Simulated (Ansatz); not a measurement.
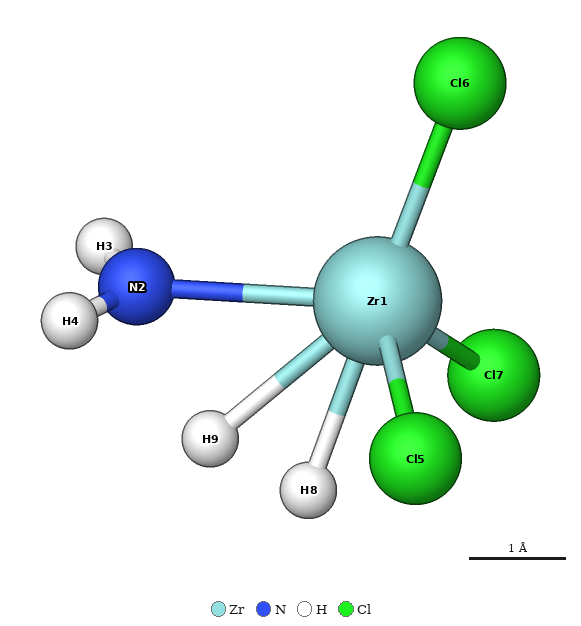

Figure 1. The starting structure (ball-and-stick view, seen at a tilt; atoms are numbered from 1 in the order of the input). Sticks mark near contacts. Bond lengths as drawn: Cl–Zr 2.52 Å, H–N 1.06 Å, H–Zr 2.15 to 2.33 Å and N–Zr 2.56 Å.

**ZrNH4Cl3: geometry relaxation (part 1 of 2)**

System: ZrNH4Cl3.
Method: RHF/def2-SVP (Ansatz 0.2.0).

The input holds or restrains some coordinates. It belongs to a series of runs on one base structure; here: pulled along the bonds that form and break, towards end B. Figures and captions count atoms from 1; the log counts them from 0 in places.

**The input**
```yaml
crystal:
  periodic: [false, false, false]
  atoms:
    - { symbol: Zr, position_ang: [0.0, 0.0, 0.0] }
    - { symbol: "N", position_ang: [0.0, 0.0, 2.56] }
    - { symbol: H, position_ang: [-0.877, -0.2713, 3.09] }
    - { symbol: H, position_ang: [0.877, 0.2713, 3.09] }
    - { symbol: Cl, position_ang: [2.3764, 0.0, -0.8392] }
    - { symbol: Cl, position_ang: [-1.1869, 2.0563, -0.8392] }
    - { symbol: Cl, position_ang: [-1.1869, -2.0563, -0.8392] }
    - { symbol: H, position_ang: [1.1221, -1.704, 0.6779] }
    - { symbol: H, position_ang: [0.8569, -1.3013, 1.7349] }
basis:
  gaussian: { orbitals: def2-SVP }
hamiltonian:
  xc: hf
relax:
  f_tol: 0.15
  max_steps: 25
  restrain:
    - { distance: [0, 7], at: 1.85, k: 30.0 }
    - { distance: [8, 1], at: 1.06, k: 30.0 }
    - { distance: [0, 1], at: 3.41, k: 30.0 }
    - { distance: [8, 7], at: 1.86, k: 30.0 }
output:
  orbitals: {}
```

Launch command:
```bash
ansatz run input.yaml --threads 2 --pin off --max-ram 3072MiB --backend cpu --events-out ev --progress --plain --runs-dir out
```

**The program's output**
```
The last accepted step is kept in [file] (removed where the run ends without a failure and the disk answers)
Engine: ansatz 0.2.0, x86_64-unknown-linux-gnu
Functional definition: HF
  exchange = exact_x
  correlation = 0
1244 factors; integrals over basis functions are off by at most 2.7e-4 eV
mean field evaluation 1: about -40305.8765 eV, gradient 4.4e1 eV
mean field evaluation 2: about -40305.9840 eV, gradient 4.4e1 eV
mean field evaluation 4: about -40311.9923 eV, gradient 3.2e0 eV
mean field evaluation 8: about -40312.0673 eV, gradient 3.2e-1 eV
mean field -40312.06885260 eV, -1481.4412058313 hartree, gradient 2.5e-5 eV, S^2 0.000000; 0 other end points of the search recorded, 0 dependent functions left out
the calculation of the forces begins
reference -40312.06885260 eV, -1481.4412058313 hartree; 37, 37 occupied and 82, 82 virtual orbitals, 1244 factors
relax step   1: F+E_penalty+E_count = -40312.06885260 eV  Δ(F+E_penalty+E_count) = +0.000e0 eV  max|allowed force component| = 3.216e0 eV/Å  E_restraint = 26.91437247 eV  max|allowed force component, restraints' pulls added| = 2.610e1 eV/Å  Δτ_max = 0.0000 Å  (41 SCF iters, accepted)
  distance Zr 0 - H 7 = 2.1499 Å
  distance H 8 - N 1 = 1.7631 Å
  distance Zr 0 - N 1 = 2.5600 Å
  distance H 8 - H 7 = 1.1618 Å
these checks for a lower state are left out or cut short: starts, cluster_reference, orbital_swaps, neighbouring_geometries, increment
1244 factors; integrals over basis functions are off by at most 4.6e-4 eV
mean field evaluation 16: about -40311.6453 eV, gradient 1.2e0 eV
mean field -40311.85090737 eV, -1481.4331964921 hartree, gradient 2.0e-5 eV, S^2 0.000000; 0 other end points of the search recorded, 0 dependent functions left out
[... from here on the field's lines of each further geometry are left out, up to the last ...]
relax step   2: F+E_penalty+E_count = -40311.85090737 eV  Δ(F+E_penalty+E_count) = +2.179e-1 eV  max|allowed force component| = 4.635e0 eV/Å  E_restraint = 13.25485383 eV  max|allowed force component, restraints' pulls added| = 1.955e1 eV/Å  Δτ_max = 0.1950 Å  (43 SCF iters, accepted)
relax step   3: F+E_penalty+E_count = -40312.72928059 eV  Δ(F+E_penalty+E_count) = -8.784e-1 eV  max|allowed force component| = 5.360e0 eV/Å  E_restraint = 5.07544700 eV  max|allowed force component, restraints' pulls added| = 1.191e1 eV/Å  Δτ_max = 0.1949 Å  (42 SCF iters, accepted)
relax step   4: F+E_penalty+E_count = -40313.68516726 eV  Δ(F+E_penalty+E_count) = -9.559e-1 eV  max|allowed force component| = 2.722e0 eV/Å  E_restraint = 1.13805016 eV  max|allowed force component, restraints' pulls added| = 5.725e0 eV/Å  Δτ_max = 0.1945 Å  (40 SCF iters, accepted)
relax step   5: F+E_penalty+E_count = -40314.00043454 eV  Δ(F+E_penalty+E_count) = -3.153e-1 eV  max|allowed force component| = 5.697e0 eV/Å  E_restraint = 0.05949900 eV  max|allowed force component, restraints' pulls added| = 5.064e0 eV/Å  Δτ_max = 0.1913 Å  (40 SCF iters, accepted)
relax step   6: F+E_penalty+E_count = -40314.48401094 eV  Δ(F+E_penalty+E_count) = -4.836e-1 eV  max|allowed force component| = 4.011e0 eV/Å  E_restraint = 0.03967121 eV  max|allowed force component, restraints' pulls added| = 3.582e0 eV/Å  Δτ_max = 0.1999 Å  (39 SCF iters, accepted)
relax step   7: F+E_penalty+E_count = -40314.84546494 eV  Δ(F+E_penalty+E_count) = -3.615e-1 eV  max|allowed force component| = 1.460e0 eV/Å  E_restraint = 0.02992411 eV  max|allowed force component, restraints' pulls added| = 1.460e0 eV/Å  Δτ_max = 0.1925 Å  (36 SCF iters, accepted)
relax step   8: F+E_penalty+E_count = -40315.13446259 eV  Δ(F+E_penalty+E_count) = -2.890e-1 eV  max|allowed force component| = 1.156e0 eV/Å  E_restraint = 0.03220865 eV  max|allowed force component, restraints' pulls added| = 9.831e-1 eV/Å  Δτ_max = 0.1950 Å  (35 SCF iters, accepted)
relax step   9: F+E_penalty+E_count = -40315.31041847 eV  Δ(F+E_penalty+E_count) = -1.760e-1 eV  max|allowed force component| = 1.171e0 eV/Å  E_restraint = 0.02930088 eV  max|allowed force component, restraints' pulls added| = 8.148e-1 eV/Å  Δτ_max = 0.1945 Å  (34 SCF iters, accepted)
relax step  10: F+E_penalty+E_count = -40315.40137499 eV  Δ(F+E_penalty+E_count) = -9.096e-2 eV  max|allowed force component| = 8.910e-1 eV/Å  E_restraint = 0.02279771 eV  max|allowed force component, restraints' pulls added| = 2.411e-1 eV/Å  Δτ_max = 0.1996 Å  (36 SCF iters, accepted)
relax step  11: F+E_penalty+E_count = -40315.43503311 eV  Δ(F+E_penalty+E_count) = -3.366e-2 eV  max|allowed force component| = 8.401e-1 eV/Å  E_restraint = 0.02001828 eV  max|allowed force component, restraints' pulls added| = 9.423e-2 eV/Å  Δτ_max = 0.1993 Å  (35 SCF iters, accepted)
relax step  12: F+E_penalty+E_count = -40315.46824583 eV  Δ(F+E_penalty+E_count) = -3.321e-2 eV  max|allowed force component| = 1.135e0 eV/Å  E_restraint = 0.02592628 eV  max|allowed force component, restraints' pulls added| = 5.773e-1 eV/Å  Δτ_max = 0.1967 Å  (35 SCF iters, accepted)
relax step  13: F+E_penalty+E_count = -40315.53326831 eV  Δ(F+E_penalty+E_count) = -6.502e-2 eV  max|allowed force component| = 1.038e0 eV/Å  E_restraint = 0.02087494 eV  max|allowed force component, restraints' pulls added| = 1.816e-1 eV/Å  Δτ_max = 0.2000 Å  (35 SCF iters, accepted)
relax step  14: F+E_penalty+E_count = -40315.56841924 eV  Δ(F+E_penalty+E_count) = -3.515e-2 eV  max|allowed force component| = 1.144e0 eV/Å  E_restraint = 0.02151466 eV  max|allowed force component, restraints' pulls added| = 1.889e-1 eV/Å  Δτ_max = 0.2000 Å  (35 SCF iters, accepted)
relax step  15: F+E_penalty+E_count = -40315.54360147 eV  Δ(F+E_penalty+E_count) = +2.482e-2 eV  max|allowed force component| = 1.627e0 eV/Å  E_restraint = 0.01389930 eV  max|allowed force component, restraints' pulls added| = 9.047e-1 eV/Å  Δτ_max = 0.1950 Å  (35 SCF iters, rejected (line search))
relax step  16: F+E_penalty+E_count = -40315.58077208 eV  Δ(F+E_penalty+E_count) = -1.235e-2 eV  max|allowed force component| = 1.110e0 eV/Å  E_restraint = 0.02288211 eV  max|allowed force component, restraints' pulls added| = 6.507e-2 eV/Å  Δτ_max = 0.0974 Å  (34 SCF iters, accepted)
relax step  17: F+E_penalty+E_count = -40315.58228118 eV  Δ(F+E_penalty+E_count) = -1.509e-3 eV  max|allowed force component| = 1.239e0 eV/Å  E_restraint = 0.02102793 eV  max|allowed force component, restraints' pulls added| = 2.384e-1 eV/Å  Δτ_max = 0.0956 Å  (34 SCF iters, accepted)
the calculation of the forces begins
reference -40315.58837804 eV, -1481.5705460059 hartree; 37, 37 occupied and 82, 82 virtual orbitals, 1244 factors
relax step  18: F+E_penalty+E_count = -40315.58837804 eV  Δ(F+E_penalty+E_count) = -6.097e-3 eV  max|allowed force component| = 1.108e0 eV/Å  E_restraint = 0.02390848 eV  max|allowed force component, restraints' pulls added| = 4.731e-3 eV/Å  Δτ_max = 0.0414 Å  (36 SCF iters, accepted)
```

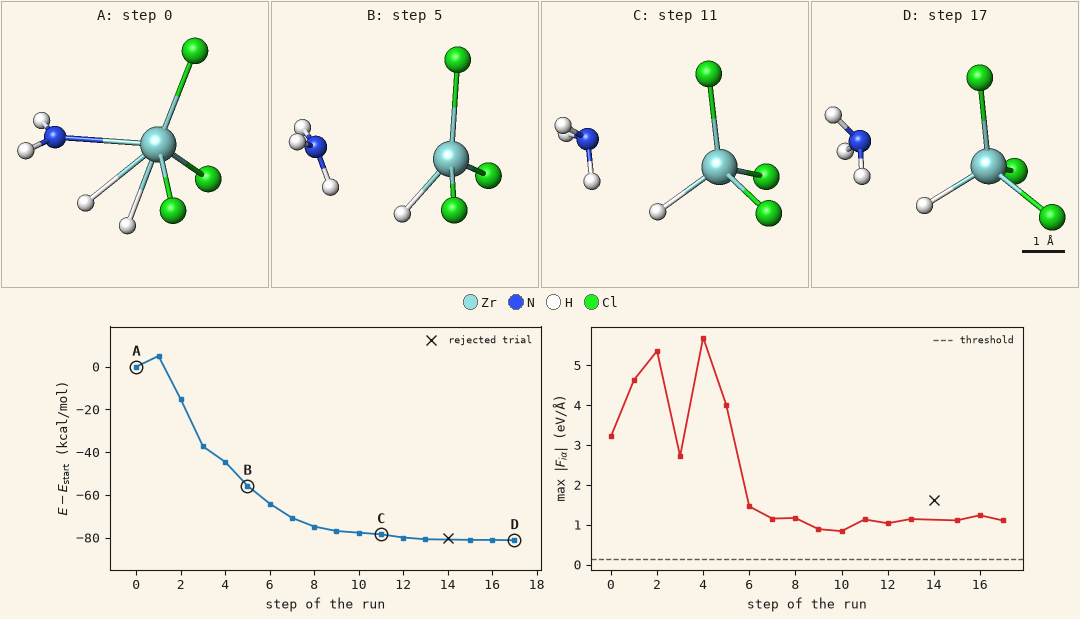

Figure 2. Frames of the restrained relaxation (ball-and-stick view, seen at a tilt) above the curves, on which the letters mark them (the first geometry is step 0 here and step 1 in the log).

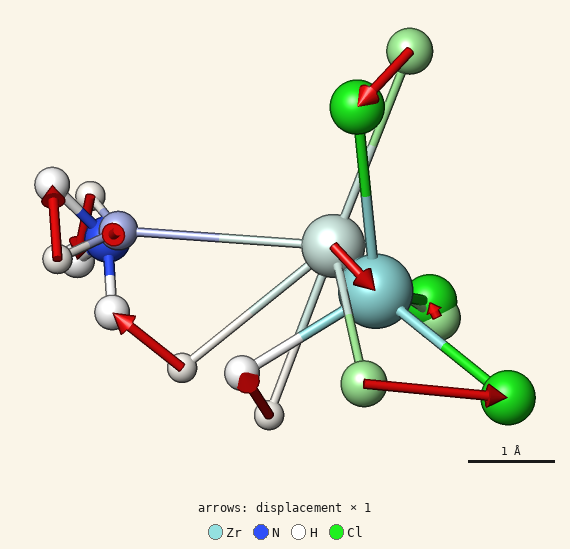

Figure 3. Start (faint) and end (solid) with the displacements as red arrows, at true length (ball-and-stick view, seen at a tilt). The two geometries are laid on each other by the best rigid fit. The largest move after the best rigid fit is that of Cl5, 1.73 Å. By element the largest moves are Cl 1.73 Å, H 1.12 Å, Zr 0.76 Å, N 0.46 Å. Among the contacts that change: Zr1–N2 2.560 → 3.393 Å, Zr1–H9 2.332 → 3.140 Å, N2–H9 1.763 → 1.029 Å, Zr1–H8 2.150 → 1.845 Å. New bonds form: N2–H9 (1.76 → 1.03 Å). Bonds break: Zr1–H9 (2.33 → 3.14 Å), Zr1–N2 (2.56 → 3.39 Å). Among the angles that change: Cl6–Zr1–H8 176.6° → 109.6°, Cl7–Zr1–H8 72.8° → 109.3°, Cl5–Zr1–H8 67.2° → 101.9°. After 17 geometry steps the energy has fallen by 81.2 kcal/mol. The largest force component goes from 3.2 to 1.1 eV/Å. The line search rejected the trial step at point 14 (counted from 0) and went back. (Atoms are counted from 1 in the order of the input.)

```
  distance Zr 0 - H 7 = 1.8446 Å
  distance H 8 - N 1 = 1.0292 Å
  distance Zr 0 - N 1 = 3.3929 Å
  distance H 8 - H 7 = 1.8779 Å
1244 factors; integrals over basis functions are off by at most 1.1e-3 eV
mean field -40315.58837804 eV, -1481.5705460059 hartree, gradient 8.7e-5 eV, S^2 0.000000; 1 other end points of the search recorded, 0 dependent functions left out
the calculation of the forces begins
reference -40315.58837804 eV, -1481.5705460059 hartree; 37, 37 occupied and 82, 82 virtual orbitals, 1244 factors
Total energy: -40315.58837804 eV, -1481.5705460059 hartree
Atom 0 at     0.462012    -0.261750    -0.562594 Å, force    -0.019539    -0.058361     0.621302 eV/Å
Atom 1 at    -0.266678    -0.360704     2.749645 Å, force     0.977256    -0.249066    -0.681638 eV/Å
Atom 2 at    -0.734062    -1.104917     3.237327 Å, force     0.003617    -0.003933    -0.002880 eV/Å
Atom 3 at    -0.229792     0.442209     3.353231 Å, force    -0.003789    -0.001511     0.001756 eV/Å
Atom 4 at     1.939783    -0.499831    -2.377476 Å, force    -0.000365    -0.001555    -0.000059 eV/Å
Atom 5 at    -0.131630     2.017176    -0.372013 Å, force     0.002741     0.001790    -0.002512 eV/Å
Atom 6 at    -1.284182    -1.835225    -0.798824 Å, force    -0.000094     0.001612     0.002832 eV/Å
Atom 7 at     1.529080    -0.745100     0.862330 Å, force     0.148159     0.019694    -0.604820 eV/Å
Atom 8 at     0.697069    -0.657158     2.543574 Å, force    -1.107986     0.291330     0.666019 eV/Å
Dipole moment:     0.064563    -0.082962     0.656211 e Å
```

**Trajectory as extended XYZ (Å, eV, eV/Å), 18 frames, from step=1 to step=18**
```
9
Properties=species:S:1:pos:R:3:forces:R:3 step=1 energy=-40312.06885
Zr    0.0000    0.0000    0.0000    0.8819  -1.3529   1.9492
N     0.0000    0.0000    2.5600    0.6256  -0.6410  -2.5002
H    -0.8770   -0.2713    3.0900    2.3471   0.7181  -0.6623
H     0.8770    0.2713    3.0900   -2.4548  -0.4791  -0.5901
Cl    2.3764    0.0000   -0.8392   -1.8744   0.6204   0.2806
Cl   -1.1869    2.0563   -0.8392    0.9007  -1.5645   0.6374
Cl   -1.1869   -2.0563   -0.8392    0.5927   1.9240   0.4976
H     1.1221   -1.7040    0.6779   -0.7071   1.0527   3.2158
H     0.8569   -1.3013    1.7349   -0.3116  -0.2776  -2.8279
9
Properties=species:S:1:pos:R:3:forces:R:3 step=2 energy=-40311.85091
Zr    0.0362   -0.0548   -0.1280    1.2111  -1.8216   1.7043
N     0.0505   -0.0911    2.6292    1.2956  -2.3813  -4.6349
H    -0.8639   -0.2676    3.0938    1.9859   0.1494  -0.0994
H     0.8726    0.2722    3.1000   -1.1708   0.1282   0.5860
Cl    2.3643    0.0052   -0.8389   -1.0862   0.8163  -0.2909
Cl   -1.1788    2.0423   -0.8343    0.7426  -1.2700   0.5220
Cl   -1.1836   -2.0432   -0.8370    0.1166   1.3530  -0.0119
H     1.1104   -1.6864    0.5855   -0.9460   1.2156   1.6101
H     0.7739   -1.1819    1.8648   -2.1487   1.8104   0.6146
9
Properties=species:S:1:pos:R:3:forces:R:3 step=3 energy=-40312.72928
Zr    0.0739   -0.1097   -0.2480    1.0323  -1.5470   1.4154
N     0.1014   -0.1792    2.6815    1.4801  -3.1792  -5.3601
H    -0.8457   -0.2714    3.0952    1.9563  -0.2213  -0.1405
H     0.8713    0.2788    3.1138   -0.4484   0.5586   1.0005
Cl    2.3605    0.0157   -0.8475   -0.1821   0.8840  -0.7177
Cl   -1.1722    2.0311   -0.8297    0.6585  -1.1154   0.5250
Cl   -1.1868   -2.0343   -0.8419   -0.3455   0.6466  -0.4209
H     1.0915   -1.6608    0.5083   -1.0678   1.2265   0.6558
H     0.6878   -1.0754    2.0035   -3.0834   2.7471   3.0425
```
